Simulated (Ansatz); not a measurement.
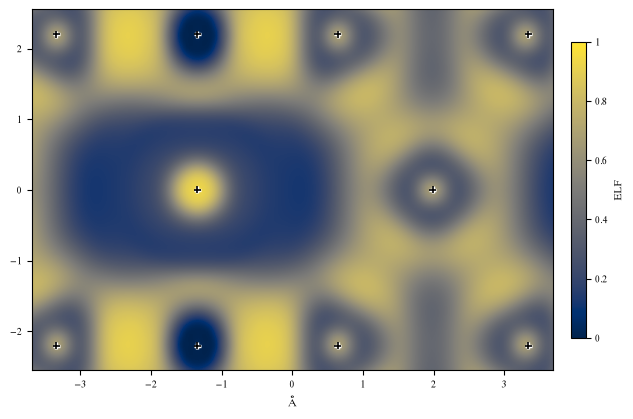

The electron localisation function on a plane through atoms (crosses mark nuclei in the plane).

Level of theory: DFT PBE, scalar-relativistic, plane waves, PAW (Ansatz).

Candidates:
A. CuSi3B, a = 3.12 Å, b = 3.12 Å, c = 6.68 Å, α = 90.00°, β = 90.00°, γ = 90.00°. Space group P4/mmm; a structure generated by program, which may or may not match a known phase; computed without spin polarisation.
B. BiSbS, a = 4.88 Å, b = 4.88 Å, c = 7.53 Å, α = 90.00°, β = 90.00°, γ = 120.00°. Space group P-3m1; a structure generated by program, which may or may not match a known phase.
C. BAs2, a = 4.62 Å, b = 4.62 Å, c = 2.66 Å, α = 90.00°, β = 90.00°, γ = 120.00°. Space group P6/mmm; a structure generated by program, which may or may not match a known phase; computed without spin polarisation.

### Which candidate gave the map?

Candidate A: CuSi3B on the (11̄0) plane of the conventional cell, which holds Si, Cu and B. Si–B (1.99 Å): the ELF peaks at about 0.90 between the atoms. Cu–B (2.21 Å): the ELF peaks at about 0.65 in the valence shell of B, 0.8 Å from its nucleus, and is about 0.35 at the midpoint.
